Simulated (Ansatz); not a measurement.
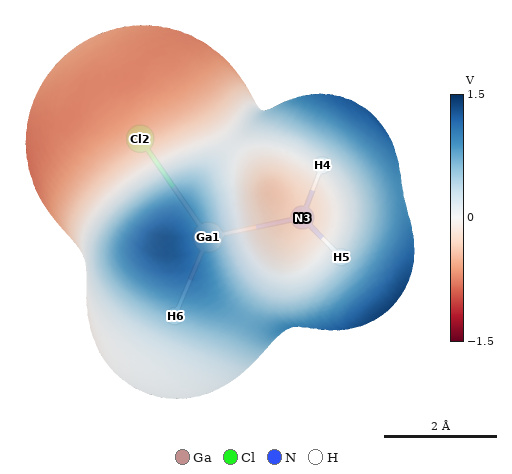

Figure 1: ClGaH$_{3}$N. The electrostatic potential painted on the density surface at 0.001 e/bohr³, seen at a tilt; the colour scale runs from red (negative) to blue (positive).

The calculation used RKS B3LYP/def2-SVP (Ansatz).

```xyz
6

Ga    0.0060    0.0505   -0.0627
Cl    0.0722   -0.5925    2.0097
N     1.6093    0.0275   -0.8980
H     2.4703   -0.2620   -0.4460
H     1.7526    0.2955   -1.8657
H    -1.3380    0.4810   -0.7074
```

Where is the surface potential most negative and most positive?

The most negative region (about −0.8 V, or −18 kcal/mol for a unit charge) lies over Cl2, the most positive (about +1.4 V, or +32 kcal/mol for a unit charge) over Ga1 and H5.
